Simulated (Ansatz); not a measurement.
**ZrBr₂F₂: an energy map over bond length F1–Zr2 and bond length Zr2–F3**

Aim: map the energy of Br₂F₂Zr, SMILES [F][Zr]([F])([Br])[Br] over two coordinates, and find its wells, ridges and stiffness.

Computed with Ansatz 0.2.0. Level: RKS B3LYP-D4/def2-SVP.

## (1) The system as given

SMILES `[F][Zr]([F])([Br])[Br]`, 5 atoms, charge 0, spin multiplicity 1.

Atoms are counted from 1 here; the program's logs count them from 0.

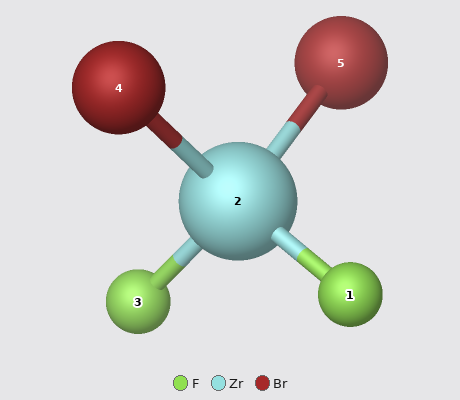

As it starts; fluorine green, zirconium light teal, bromine red; atoms are numbered from 1 in the order of the file.

Coordinates:

```xyz
5

F     0.1823   -0.6227    1.8663
Zr    0.0919   -0.1064    0.0422
F     1.3679   -1.1097   -0.9410
Br   -2.1977   -0.5636   -0.8453
Br    0.6056    2.3288   -0.1635
```

This geometry comes from a loose relaxation at PBE in a small basis, which is not shown.

## (3) The grid

First coordinate, bond length F1–Zr2: 7 values from 1.590 to 2.460 Å. Second coordinate, bond length Zr2–F3: 7 values from 1.665 to 2.365 Å.

Nothing else is relaxed (all other coordinates rigid). Energies count from the relaxed molecule at the same level.

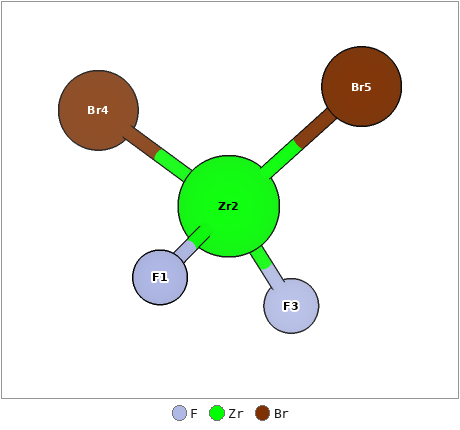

The geometry at bond length F1–Zr2 = 2.025 Å, bond length Zr2–F3 = 1.899 Å.

(The set-up runs are not shown.)

## (4) Grid point bond length F1–Zr2 = 2.025 Å, bond length Zr2–F3 = 1.899 Å

Contents of input.yaml:

```yaml
crystal:
  periodic: [false, false, false]
  atoms:
    - { symbol: F, position_ang: [0.180724, -0.620418, 1.860781] }
    - { symbol: Zr, position_ang: [0.085405, -0.069591, -0.085531] }
    - { symbol: F, position_ang: [1.361466, -1.073725, -1.070204] }
    - { symbol: Br, position_ang: [-2.204954, -0.535793, -0.971902] }
    - { symbol: Br, position_ang: [0.606863, 2.366755, -0.288076] }
basis:
  gaussian: { orbitals: def2-SVP }
hamiltonian:
  xc: { name: B3LYP }
  dispersion: d4
output:
  forces: true
```

The run is started by

```bash
$ ansatz run input.yaml --threads 1 --pin off --max-ram 2560MiB --backend cpu --events-out ev --progress --plain --runs-dir out
```

The session goes on with these runs: the other points that were computed.

**Question.** What will these runs give? Wanted: lowest point; highest computed point; largest force on an atom.

The runs gave:

```
                       quantity                                                                                                                                                             value
                   lowest point                                                                                           bond length F1–Zr2 = 1.880 Å, bond length Zr2–F3 = 1.899 Å, 0.26 kJ/mol
         highest computed point                                                                           bond length F1–Zr2 = 2.460 Å, bond length Zr2–F3 = 2.365 Å, 364 kJ/mol above the lowest
largest force on an atom (eV/Å)  0.4 at bond length F1–Zr2 = 1.880 Å, bond length Zr2–F3 = 1.899 Å to 19.8 at bond length F1–Zr2 = 1.590 Å, bond length Zr2–F3 = 2.365 Å; 0.4 at the lowest point
        time for the whole task                                                                                                                                  8.6 min on 1 thread, shared host
```

In words: The lowest computed point is at bond length F1–Zr2 = 1.880 Å, bond length Zr2–F3 = 1.899 Å, 0.26 kJ/mol from the relaxed molecule at the same level. The grid shows no other well, apart from its symmetry copies. The highest computed point, bond length F1–Zr2 = 2.460 Å, bond length Zr2–F3 = 2.365 Å, lies 364 kJ/mol above the lowest. Round the minimum the two coordinates are nearly uncoupled.
